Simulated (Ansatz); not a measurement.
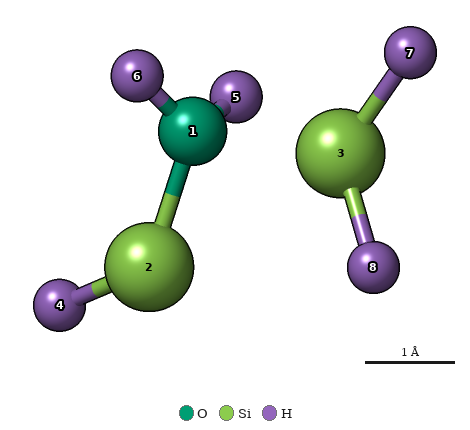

**Figure 1.** The input geometry (ball-and-stick view, seen at a tilt; atoms are numbered from 1 in the order of the input).

**Run report: Si₂H₅O (charge +1), geometry relaxation**

- system: Si₂H₅O, charge +1
- method: RKS PBE-D4/def2-SVP (Ansatz 0.2.0)

Figures and captions count atoms from 1; the log counts them from 0 in places.

### The program's output
```
Functional definition: PBE
  name "PBE"
  cite "Perdew, Burke & Ernzerhof, Phys. Rev. Lett. 77, 3865 (1996) doi:10.1103/PhysRevLett.77.3865"
  parent pbe
  parameter kappa = 0.804
  parameter beta = 0.06672455060314922
  exchange = pbe_x(kappa = kappa, mu = beta*pi^2/3)
  correlation = pbe_c(beta = beta)
825 factors; their error is unknown
mean field evaluation 1: about -17839.8289 eV, gradient 8.0e1 eV
mean field evaluation 2: about -17788.7285 eV, gradient 1.6e2 eV
mean field evaluation 4: about -17832.9059 eV, gradient 4.8e1 eV
mean field evaluation 8: about -17851.3102 eV, gradient 9.7e-2 eV
mean field evaluation 16: about -17851.3174 eV, gradient 1.9e-2 eV
mean field evaluation 32: about -17851.3173 eV, gradient 5.3e-4 eV
mean field -17851.31747572 eV, -656.0238171751 hartree, gradient 1.7e-5 eV, S^2 0.000000; 4 other end points of the search recorded, 0 dependent functions left out
the calculation of the forces begins
reference -17851.31751026 eV, -656.0238184445 hartree; 20, 20 occupied and 55, 55 virtual orbitals, 825 factors
relax step   1: F+E_penalty+E_count = -17851.46072532 eV  Δ(F+E_penalty+E_count) = +0.000e0 eV  max|allowed force component| = 6.591e0 eV/Å  Δτ_max = 0.0000 Å  (194 SCF iters, accepted)
these checks for a lower state are left out or cut short: starts, cluster_reference, orbital_swaps, neighbouring_geometries, increment
825 factors; their error is unknown
mean field -17853.65402216 eV, -656.1096836731 hartree, gradient 2.3e-5 eV, S^2 0.000000; 1 other end points of the search recorded, 0 dependent functions left out
[... from here on the field's lines of each further geometry are left out, up to the last ...]
relax step   2: F+E_penalty+E_count = -17853.79097695 eV  Δ(F+E_penalty+E_count) = -2.330e0 eV  max|allowed force component| = 3.606e0 eV/Å  Δτ_max = 0.1949 Å  (56 SCF iters, accepted)
relax step   3: F+E_penalty+E_count = -17854.69862211 eV  Δ(F+E_penalty+E_count) = -9.076e-1 eV  max|allowed force component| = 2.612e0 eV/Å  Δτ_max = 0.2000 Å  (34 SCF iters, accepted)
relax step   4: F+E_penalty+E_count = -17855.21501033 eV  Δ(F+E_penalty+E_count) = -5.164e-1 eV  max|allowed force component| = 1.813e0 eV/Å  Δτ_max = 0.1952 Å  (35 SCF iters, accepted)
relax step   5: F+E_penalty+E_count = -17855.55331519 eV  Δ(F+E_penalty+E_count) = -3.383e-1 eV  max|allowed force component| = 1.625e0 eV/Å  Δτ_max = 0.1996 Å  (29 SCF iters, accepted)
relax step   6: F+E_penalty+E_count = -17855.91881174 eV  Δ(F+E_penalty+E_count) = -3.655e-1 eV  max|allowed force component| = 1.423e0 eV/Å  Δτ_max = 0.2000 Å  (30 SCF iters, accepted)
relax step   7: F+E_penalty+E_count = -17856.43295833 eV  Δ(F+E_penalty+E_count) = -5.141e-1 eV  max|allowed force component| = 1.164e0 eV/Å  Δτ_max = 0.1924 Å  (30 SCF iters, accepted)
relax step   8: F+E_penalty+E_count = -17856.93500976 eV  Δ(F+E_penalty+E_count) = -5.021e-1 eV  max|allowed force component| = 9.289e-1 eV/Å  Δτ_max = 0.1950 Å  (29 SCF iters, accepted)
relax step   9: F+E_penalty+E_count = -17857.47907797 eV  Δ(F+E_penalty+E_count) = -5.441e-1 eV  max|allowed force component| = 1.059e0 eV/Å  Δτ_max = 0.1950 Å  (30 SCF iters, accepted)
relax step  10: F+E_penalty+E_count = -17857.77569798 eV  Δ(F+E_penalty+E_count) = -2.966e-1 eV  max|allowed force component| = 9.636e-1 eV/Å  Δτ_max = 0.1901 Å  (29 SCF iters, accepted)
relax step  11: F+E_penalty+E_count = -17857.87097830 eV  Δ(F+E_penalty+E_count) = -9.528e-2 eV  max|allowed force component| = 9.986e-1 eV/Å  Δτ_max = 0.1943 Å  (27 SCF iters, accepted)
relax step  12: F+E_penalty+E_count = -17857.86585014 eV  Δ(F+E_penalty+E_count) = +5.128e-3 eV  max|allowed force component| = 1.584e0 eV/Å  Δτ_max = 0.1992 Å  (29 SCF iters, rejected (line search))
relax step  13: F+E_penalty+E_count = -17857.92743160 eV  Δ(F+E_penalty+E_count) = -5.645e-2 eV  max|allowed force component| = 5.773e-1 eV/Å  Δτ_max = 0.0963 Å  (29 SCF iters, accepted)
relax step  14: F+E_penalty+E_count = -17857.93804908 eV  Δ(F+E_penalty+E_count) = -1.062e-2 eV  max|allowed force component| = 3.955e-2 eV/Å  Δτ_max = 0.0497 Å  (29 SCF iters, accepted)
relax step  15: F+E_penalty+E_count = -17857.93814569 eV  Δ(F+E_penalty+E_count) = -9.661e-5 eV  max|allowed force component| = 7.522e-2 eV/Å  Δτ_max = 0.0572 Å  (30 SCF iters, accepted)
relax step  16: F+E_penalty+E_count = -17857.93968458 eV  Δ(F+E_penalty+E_count) = -1.539e-3 eV  max|allowed force component| = 3.957e-2 eV/Å  Δτ_max = 0.0146 Å  (30 SCF iters, accepted)
relax step  17: F+E_penalty+E_count = -17857.93989742 eV  Δ(F+E_penalty+E_count) = -2.128e-4 eV  max|allowed force component| = 5.757e-2 eV/Å  Δτ_max = 0.0611 Å  (29 SCF iters, accepted)
the calculation of the forces begins
reference -17857.80308354 eV, -656.2621588665 hartree; 20, 20 occupied and 55, 55 virtual orbitals, 825 factors
relax step  18: F+E_penalty+E_count = -17857.94036866 eV  Δ(F+E_penalty+E_count) = -4.712e-4 eV  max|allowed force component| = 1.557e-2 eV/Å  Δτ_max = 0.0132 Å  (29 SCF iters, accepted)
825 factors; their error is unknown
mean field evaluation 192: about -17857.8030 eV, gradient 1.2e-2 eV
```

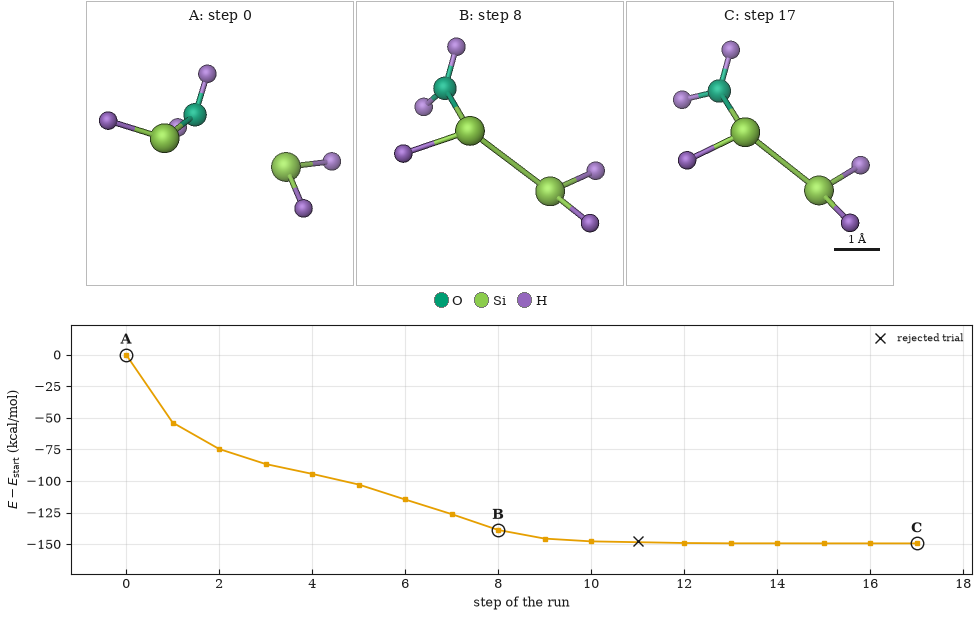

**Figure 2.** Frames of the relaxation (ball-and-stick view, seen at a tilt) above the curves, on which the letters mark them (the first geometry is step 0 here and step 1 in the log).

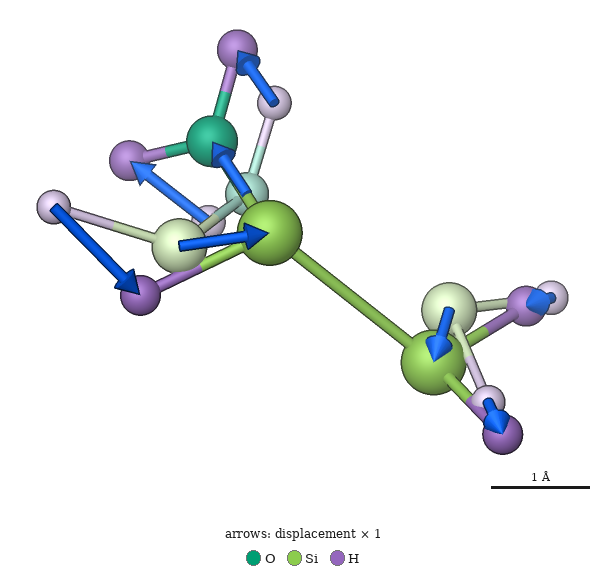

**Figure 3.** Start (faint) and end (solid) with the displacements as blue arrows, at true length (ball-and-stick view, seen at a tilt). The two geometries are laid on each other by the best rigid fit. The largest move after the best rigid fit is that of H4, 1.30 Å. Largest moves by element: H 1.30 Å, Si 0.95 Å, O 0.75 Å. Among the contacts that change: Si2–Si3 3.113 → 2.247 Å, O1–Si2 1.615 → 1.920 Å, Si2–H4 1.420 → 1.502 Å, Si3–H7 1.481 → 1.503 Å. New bonds form: Si2–Si3 (3.11 → 2.25 Å). Among the angles that change: O1–Si2–H4 124.5° → 96.8°, Si2–O1–H5 117.1° → 123.5°, Si2–O1–H6 117.1° → 121.2°. Over 17 geometry steps the energy falls by 149.4 kcal/mol. The largest force component goes from 6.6 to 0.016 eV/Å. The line search rejected the trial step at point 11 (counted from 0) and went back. (Atoms are counted from 1 in the order of the input.)

```
mean field -17857.80305018 eV, -656.2621576403 hartree, gradient 1.1e-5 eV, S^2 0.000000; 1 other end points of the search recorded, 0 dependent functions left out
the calculation of the forces begins
reference -17857.80308354 eV, -656.2621588665 hartree; 20, 20 occupied and 55, 55 virtual orbitals, 825 factors
Total energy: -17857.94040203 eV, -656.2672052279 hartree
Atom 0 at    -0.101617     1.498655    -0.520939 Å, force     0.015047     0.007103    -0.015572 eV/Å
Atom 1 at    -1.048972    -0.061962     0.073764 Å, force    -0.015334     0.002042    -0.001911 eV/Å
Atom 2 at     0.551224    -1.571327     0.529820 Å, force     0.002267     0.000273    -0.000585 eV/Å
Atom 3 at    -1.875370    -0.252283    -1.166533 Å, force    -0.001092    -0.007472     0.005222 eV/Å
Atom 4 at    -0.070649     1.790430    -1.459738 Å, force    -0.000091     0.004453     0.013340 eV/Å
Atom 5 at     0.029483     2.271044     0.071267 Å, force    -0.003354    -0.001854    -0.002379 eV/Å
Atom 6 at     1.802997    -1.066145     1.191027 Å, force    -0.003041    -0.006225     0.002072 eV/Å
Atom 7 at     0.035057    -2.841006     1.144414 Å, force     0.005600     0.001679    -0.000188 eV/Å
Dipole moment:     0.141015     0.761989    -0.349959 e Å
```

### Trajectory as extended XYZ (Å, eV, eV/Å), 18 frames, from step=1 to step=18
```
8
Properties=species:S:1:pos:R:3:forces:R:3 step=1 energy=-17851.46073
O    -0.1519    0.7705   -0.3724    2.6709   4.6553  -1.1721
Si   -1.6234    0.1541   -0.6230   -6.1660  -6.5909   0.8596
Si    0.9007   -1.0488    0.7458    1.2346  -1.3520   0.4509
H    -2.6833    0.8398   -1.2731   -0.7463   2.4961  -1.4997
H     0.4097    0.9056   -1.1517    1.3867   0.4982  -1.0273
H    -0.0792    1.4953    0.2682    0.6791   1.8360   1.1653
H     2.3060   -1.0101    1.2128    0.8185  -0.6865   0.6919
H     0.2436   -2.3389    1.0567    0.1225  -0.8563   0.5313
8
Properties=species:S:1:pos:R:3:forces:R:3 step=2 energy=-17853.79098
O    -0.2427    0.9143   -0.4454    1.5706   3.3703  -0.7662
Si   -1.7315    0.0685   -0.5941   -3.4014  -3.6062   0.7069
Si    1.0157   -1.1705    0.7759    0.2942  -0.2307  -0.5101
H    -2.6966    0.9341   -1.3450    0.2071   1.0902  -0.6522
H     0.3844    0.9749   -1.2166    0.2288   0.2500   0.3961
H    -0.1229    1.6277    0.2420    0.3871   0.2662  -0.2750
H     2.4101   -1.1406    1.3135    0.4419  -0.5838   0.5936
H     0.3056   -2.4410    1.1328    0.2716  -0.5560   0.5069
8
Properties=species:S:1:pos:R:3:forces:R:3 step=3 energy=-17854.69862
O    -0.2863    1.0473   -0.4681    1.6440   2.6117  -0.3982
Si   -1.7389    0.0369   -0.4856   -2.2992  -2.4395   1.0059
Si    1.0793   -1.2870    0.6264    0.0953  -0.6626  -0.6534
H    -2.6462    0.8656   -1.3816    0.2646   0.4051  -0.5783
H     0.3543    1.0499   -1.2338   -0.0730   0.2492   0.5966
H    -0.1607    1.7965    0.1817    0.1911  -0.0111  -0.5732
H     2.3771   -1.2633    1.4129    0.0539  -0.0533   0.3402
H     0.3435   -2.4784    1.2112    0.1234  -0.0995   0.2603
8
Properties=species:S:1:pos:R:3:forces:R:3 step=4 energy=-17855.21501
O    -0.3220    1.1434   -0.4737    1.5361   1.8134  -0.2525
Si   -1.7640    0.0062   -0.3694   -1.2651  -1.0507   0.3968
Si    1.1211   -1.4017    0.4739   -0.1330  -0.8399   0.4338
H    -2.5801    0.8175   -1.4318    0.3554  -0.3117  -0.0613
H     0.3459    1.0716   -1.2243   -0.4821   0.3495   0.8608
H    -0.1653    1.9098    0.1559    0.1106  -0.3952  -0.7559
H     2.3323   -1.2742    1.4653   -0.4121   0.1240  -0.3483
H     0.3543   -2.5052    1.2672    0.2903   0.3105  -0.2733
8
Properties=species:S:1:pos:R:3:forces:R:3 step=5 energy=-17855.55332
O    -0.3022    1.2541   -0.4707    1.3360   1.6250  -0.2870
Si   -1.6584   -0.0082   -0.2525   -0.6097  -0.7449   0.3672
Si    1.0393   -1.4920    0.4134   -0.4896  -0.8915   1.0478
H    -2.4995    0.6349   -1.4310    0.4863  -0.5443   0.1183
H     0.3344    1.1992   -1.2480   -0.5609   0.4204   0.8383
H    -0.1800    2.0677    0.1071    0.0933  -0.5977  -0.7385
H     2.2523   -1.2905    1.4352   -0.6013   0.2319  -0.6810
H     0.3362   -2.5978    1.3095    0.3459   0.5011  -0.6651
8
Properties=species:S:1:pos:R:3:forces:R:3 step=6 energy=-17855.91881
O    -0.2956    1.3513   -0.4723    1.0657   1.4226  -0.3916
Si   -1.5920    0.0396   -0.1567   -0.1441  -0.8522   0.3515
Si    0.9782   -1.5846    0.4116   -0.8330  -0.4619   1.0835
H    -2.4114    0.4560   -1.4448    0.5567  -0.4990   0.2363
H     0.2898    1.3174   -1.2853   -0.4771   0.4164   0.7183
H    -0.1646    2.1751    0.0846    0.0814  -0.6386  -0.6181
H     2.1906   -1.2889    1.3998   -0.5767   0.1628  -0.6901
H     0.3272   -2.6985    1.3263    0.3270   0.4499  -0.6896
8
Properties=species:S:1:pos:R:3:forces:R:3 step=7 energy=-17856.43296
O    -0.2858    1.4289   -0.4877    0.9168   1.1640  -0.5287
Si   -1.4856    0.0283   -0.0854    0.2896  -0.7589   0.2744
Si    0.8505   -1.6002    0.4629   -0.9941  -0.1719   0.5811
H    -2.3135    0.2917   -1.4232    0.7136  -0.5584   0.4620
H     0.2683    1.4285   -1.3268   -0.5592   0.3704   0.8739
H    -0.1444    2.2411    0.0817    0.0535  -0.6688  -0.6113
H     2.1268   -1.2638    1.3221   -0.6042   0.1990  -0.5095
H     0.3058   -2.7871    1.3195    0.1838   0.4246  -0.5419
8
Properties=species:S:1:pos:R:3:forces:R:3 step=8 energy=-17856.93501
O    -0.2906    1.5013   -0.5073    0.8417   0.8519  -0.5857
Si   -1.3771    0.0282   -0.0113    0.3990  -0.8088  -0.0306
Si    0.7306   -1.6178    0.5047   -0.9173   0.2135   0.2183
H    -2.1993    0.1367   -1.3925    0.8243  -0.5233   0.8024
H     0.2407    1.5252   -1.3622   -0.5708   0.2878   0.9289
H    -0.1236    2.2955    0.0750    0.0337  -0.5931  -0.5352
H     2.0513   -1.2402    1.2493   -0.6146   0.1972  -0.3917
H     0.2900   -2.8615    1.3074    0.0041   0.3748  -0.4064
8
Properties=species:S:1:pos:R:3:forces:R:3 step=9 energy=-17857.47908
O    -0.2774    1.5358   -0.5198    0.7203   0.4900  -0.4717
Si   -1.2334   -0.0276    0.0520    0.1472  -0.4055  -0.5231
Si    0.5984   -1.5869    0.5221   -0.2996   0.1209   0.1591
H    -2.0759    0.0040   -1.3205    0.7938  -0.5044   1.0595
H     0.2217    1.6007   -1.3923   -0.5435   0.1642   0.9727
H    -0.1165    2.3229    0.0686    0.0389  -0.4939  -0.4769
H     1.9538   -1.2046    1.1779   -0.6464   0.2645  -0.3550
H     0.2514   -2.8769    1.2752   -0.2107   0.3643  -0.3644
8
Properties=species:S:1:pos:R:3:forces:R:3 step=10 energy=-17857.77570
O    -0.2393    1.5369   -0.5159    0.5453   0.1964  -0.4348
Si   -1.1123   -0.0797    0.0859   -0.7794   0.4965  -0.9636
Si    0.5158   -1.5515    0.5088    0.8048  -0.5515   0.4547
H    -1.9900   -0.1349   -1.2232    0.5766  -0.2785   0.9487
H     0.2172    1.6467   -1.4046   -0.4649   0.0375   0.9073
H    -0.0986    2.3244    0.0693    0.0361  -0.3409  -0.3367
H     1.8607   -1.1249    1.1194   -0.5010   0.1706  -0.2784
H     0.1686   -2.8496    1.2234   -0.2174   0.2699  -0.2971
8
Properties=species:S:1:pos:R:3:forces:R:3 step=11 energy=-17857.87098
O    -0.1719    1.5345   -0.4888    0.2466   0.0374  -0.7452
Si   -1.1112   -0.0583    0.1044   -0.2537  -0.0708  -0.6302
Si    0.5326   -1.5629    0.4886    0.1671   0.1295   0.3558
H    -1.9596   -0.3195   -1.1710    0.4151   0.2343   0.5882
H     0.1539    1.6906   -1.4280   -0.3327  -0.0132   0.9986
H     0.0216    2.3063    0.0989   -0.0583  -0.2759  -0.2788
H     1.8023   -0.9737    1.1151   -0.3455  -0.2819  -0.1602
H     0.0545   -2.8495    1.1440    0.1614   0.2406  -0.1281
8
Properties=species:S:1:pos:R:3:forces:R:3 step=12 energy=-17857.86585 accepted=F
O    -0.1488    1.5404   -0.5394   -0.5950  -1.5844   1.0874
Si   -1.0536   -0.0219    0.0849   -0.2530  -0.1640  -0.1768
Si    0.5433   -1.5315    0.5557    0.1382  -0.0141  -0.0805
H    -1.9018   -0.2664   -1.1548    0.2118   0.0726   0.2516
H    -0.0390    1.7172   -1.4700    0.3247   0.7227  -1.2634
H     0.0585    2.2399    0.0887    0.3079   0.9165   0.1599
H     1.8111   -1.0562    1.2220   -0.1176  -0.0283  -0.0241
H     0.0524   -2.8542    1.0759   -0.0170   0.0789   0.0458
8
Properties=species:S:1:pos:R:3:forces:R:3 step=13 energy=-17857.92743
O    -0.1436    1.5114   -0.5000    0.0099  -0.1830  -0.4713
Si   -1.0939   -0.0578    0.0882   -0.0465   0.0547  -0.1413
Si    0.5322   -1.5485    0.5112    0.0821  -0.0284   0.1148
H    -1.9177   -0.2771   -1.1601    0.0799   0.0619   0.1132
H     0.0643    1.7175   -1.4506   -0.0975   0.0458   0.5773
H     0.0254    2.2743    0.0937    0.0204   0.0513  -0.1190
H     1.7931   -1.0156    1.1475   -0.0791  -0.0558  -0.0393
H     0.0623   -2.8368    1.1332    0.0308   0.0533  -0.0343
8
Properties=species:S:1:pos:R:3:forces:R:3 step=14 energy=-17857.93805
O    -0.1278    1.4968   -0.5081    0.0166  -0.0395   0.0007
Si   -1.0831   -0.0578    0.0843    0.0026   0.0103   0.0016
Si    0.5357   -1.5506    0.5281    0.0041  -0.0190  -0.0239
H    -1.9027   -0.2611   -1.1581   -0.0012   0.0023  -0.0012
H     0.0225    1.7440   -1.4467   -0.0143   0.0171  -0.0335
H     0.0224    2.2717    0.0738   -0.0077   0.0341   0.0260
H     1.7960   -1.0340    1.1625   -0.0012  -0.0037   0.0151
H     0.0593   -2.8417    1.1273    0.0012  -0.0016   0.0153
8
Properties=species:S:1:pos:R:3:forces:R:3 step=15 energy=-17857.93815
O    -0.1238    1.5132   -0.5209    0.0186  -0.0752   0.0066
Si   -1.0470   -0.0597    0.0751   -0.0339  -0.0189  -0.0101
Si    0.5505   -1.5787    0.5149    0.0361   0.0461   0.0646
H    -1.8915   -0.2617   -1.1508    0.0020   0.0189  -0.0063
H    -0.0182    1.7818   -1.4604   -0.0151   0.0158  -0.0114
H     0.0119    2.2850    0.0696    0.0050   0.0223   0.0073
H     1.7949   -1.0687    1.1876    0.0101  -0.0042  -0.0244
H     0.0454   -2.8438    1.1480   -0.0227  -0.0048  -0.0264
8
Properties=species:S:1:pos:R:3:forces:R:3 step=16 energy=-17857.93969
O    -0.1174    1.5032   -0.5188    0.0198  -0.0396   0.0210
Si   -1.0564   -0.0594    0.0765   -0.0147  -0.0180  -0.0024
Si    0.5488   -1.5678    0.5246    0.0045   0.0123   0.0124
H    -1.8925   -0.2563   -1.1563    0.0068   0.0008   0.0025
H    -0.0232    1.7753   -1.4581   -0.0108   0.0155  -0.0328
H     0.0173    2.2759    0.0706    0.0023   0.0283   0.0121
H     1.8002   -1.0610    1.1857   -0.0020  -0.0014  -0.0071
H     0.0453   -2.8425    1.1390   -0.0058   0.0021  -0.0058
8
Properties=species:S:1:pos:R:3:forces:R:3 step=17 energy=-17857.93990
O    -0.0980    1.4986   -0.5171   -0.0033  -0.0204  -0.0488
Si   -1.0508   -0.0630    0.0662   -0.0050  -0.0137   0.0576
Si    0.5491   -1.5703    0.5290    0.0034  -0.0029  -0.0004
H    -1.8761   -0.2596   -1.1736    0.0083   0.0171  -0.0085
H    -0.0814    1.7936   -1.4545    0.0140   0.0256  -0.0181
H     0.0421    2.2695    0.0748   -0.0147  -0.0057   0.0200
H     1.8019   -1.0643    1.1871   -0.0020   0.0020   0.0037
H     0.0354   -2.8370    1.1513   -0.0007  -0.0019  -0.0054
8
Properties=species:S:1:pos:R:3:forces:R:3 step=18 energy=-17857.94037
O    -0.1016    1.4987   -0.5209    0.0150   0.0071  -0.0156
Si   -1.0490   -0.0620    0.0738   -0.0153   0.0020  -0.0019
Si    0.5512   -1.5713    0.5298    0.0023   0.0003  -0.0006
H    -1.8754   -0.2523   -1.1665   -0.0011  -0.0075   0.0052
H    -0.0706    1.7904   -1.4597   -0.0001   0.0045   0.0133
H     0.0295    2.2710    0.0713   -0.0034  -0.0019  -0.0024
H     1.8030   -1.0661    1.1910   -0.0030  -0.0062   0.0021
H     0.0351   -2.8410    1.1444    0.0056   0.0017  -0.0002
```

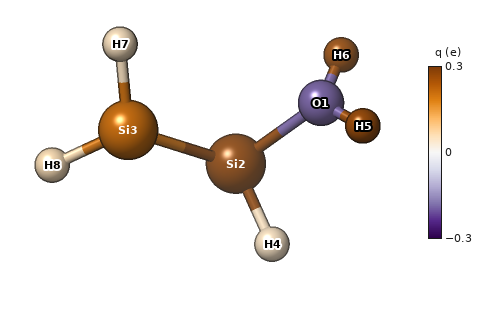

**Figure 4.** Mulliken charges, as the colour of each atom (ball-and-stick view, seen at a tilt; atoms are numbered from 1 in the order of the input). By element: O −0.20, Si +0.21 to +0.29 and H +0.05 to +0.27 e.

This output came from the following input.

### The input
```yaml
crystal:
  periodic: [false, false, false]
  atoms:
    - {symbol: O, position_ang: [-0.151875, 0.770518, -0.372415]}
    - {symbol: Si, position_ang: [-1.623409, 0.154051, -0.622984]}
    - {symbol: Si, position_ang: [0.900657, -1.048839, 0.745756]}
    - {symbol: H, position_ang: [-2.683334, 0.839815, -1.273126]}
    - {symbol: H, position_ang: [0.409679, 0.905587, -1.151718]}
    - {symbol: H, position_ang: [-0.079196, 1.495286, 0.268154]}
    - {symbol: H, position_ang: [2.306017, -1.010139, 1.212752]}
    - {symbol: H, position_ang: [0.243612, -2.338873, 1.056663]}
basis:
  gaussian: {orbitals: def2-SVP}
total_charge: 1
hamiltonian: {xc: pbe, dispersion: d4}
relax: {f_tol: 0.03, max_steps: 250}
```

Command:
```bash
ansatz run in.yaml --threads 2 --pin off --events-out ev --progress --plain --max-ram 4352MiB
```

### Results in brief

- outcome: converged
- total energy: −17857.9404 eV
- mean-field energy: −17857.8031 eV
- dispersion energy: −0.1373 eV
- SCF solution under orbital rotations: stable
- largest force (length of the vector) at the end: 0.023 eV/Å
- hardware: 2 CPU threads, shared host
- wall time: 18 s (CPU time 33 s)
- peak memory: 0.16 GiB
